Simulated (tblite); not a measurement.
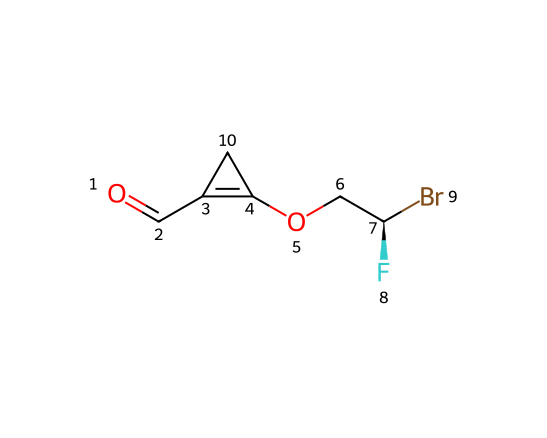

Skeletal drawing with numbered atoms; wedges and dashes mark any stereocentres. The configuration is that of a computed structure (GFN2-xTB).

Give the R/S and E/Z labels.

Answer. C7: R.

Write the isomeric SMILES.

Answer. O=CC1=C(OC[C@H](F)Br)C1
